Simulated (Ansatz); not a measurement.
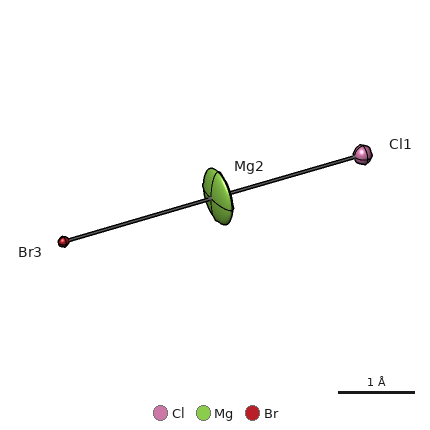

Displacement ellipsoids at the 50 % level, enlarged 2 times, from the internal vibrations of the free molecule (harmonic, no overall translation or rotation; no half-axis is drawn under 0.075 Å). Vibrations computed with RKS PBE0-D4/def2-TZVP (Ansatz 0.2.0). Temperature: 200 K.

> Which atom has the largest mean-square displacement?

Mg2, with U_eq = 0.0108 Å².

List U_eq and the three principal root-mean-square amplitudes for each kind of atom.

```json
{"atom": "Cl1", "U_eq (Å²)": "0.0018", "rms amplitudes (Å)": "0.040, 0.044, 0.044"}
{"atom": "Mg2", "U_eq (Å²)": "0.0108", "rms amplitudes (Å)": "0.034, 0.125, 0.125"}
{"atom": "Br3", "U_eq (Å²)": "0.00038", "rms amplitudes (Å)": "0.018, 0.018, 0.021"}
```
